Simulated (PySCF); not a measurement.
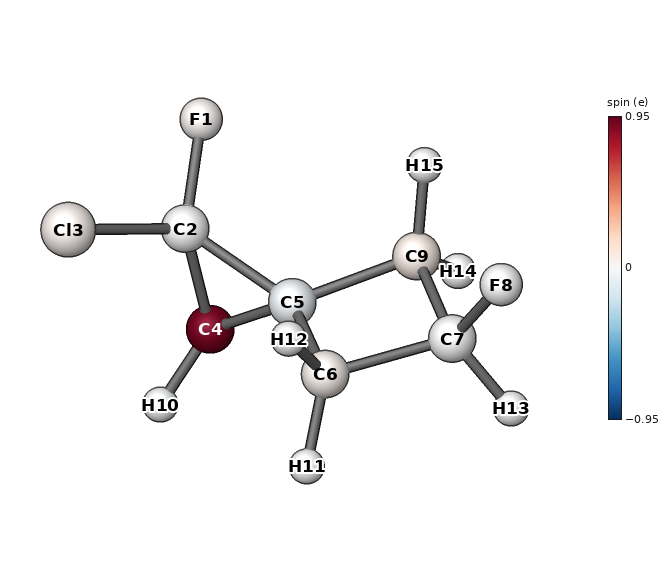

Atoms are coloured by their Mulliken spin populations. The species is neutral and a spin doublet. The geometry was computed by an optimisation with GFN2-xTB. No frequency run is at hand to confirm it as a minimum. Method: UKS B3LYP, pcH-1 on C Cl F H, non-relativistic (PySCF 2.14.0).

List the Mulliken spin populations.

```
atom  value (e)
  F1       0.02
  C2       0.00
 Cl3       0.03
  C4       0.90
  C5      −0.04
  C6       0.04
  C7       0.00
  F8       0.00
  C9       0.06
 H10      −0.02
 H11       0.00
 H12       0.01
 H13       0.00
 H14       0.00
 H15       0.00
```

Mulliken values depend strongly on the basis set.
